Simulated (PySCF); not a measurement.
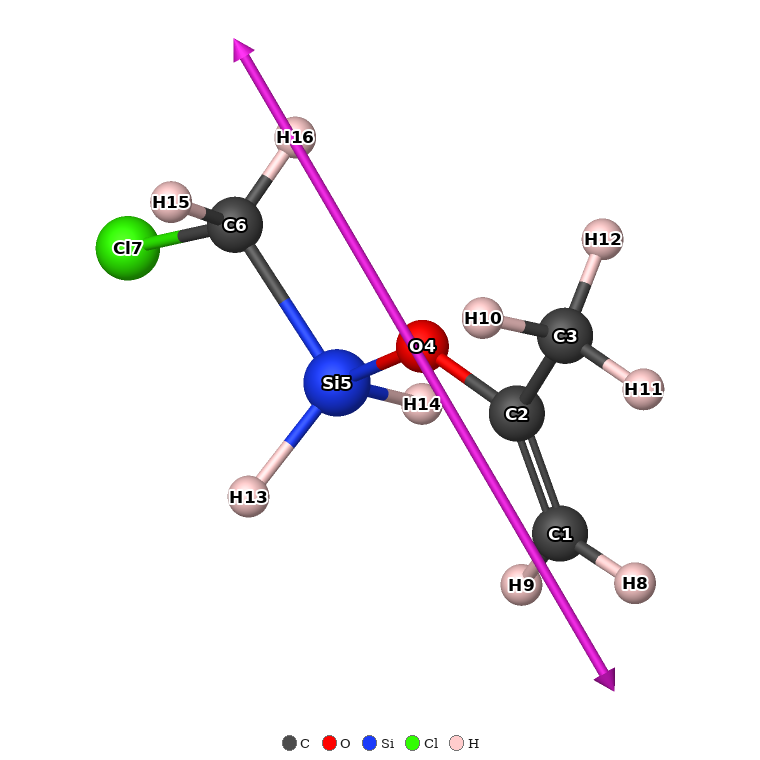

The double arrow shows the direction of the transition dipole to excited singlet state 5 (its length means nothing). The computed structure is the end point of a GFN2-xTB optimisation. No frequency run is at hand to confirm it as a minimum. Properties computed with TDDFT PBE0/def2-SVPD, vertical, gas phase, core orbitals frozen in the response (PySCF 2.14.0).

### Give its energy, strength and character.

7.00 eV (177 nm), oscillator strength 0.25, mainly HOMO → LUMO+2 (weight 0.80); transition dipole 3.05 D.

The geometry is semi-empirical. Around Si such bond lengths and angles can be off by a tenth of an ångström or more and by several degrees, and values that hang on the shape move with them.
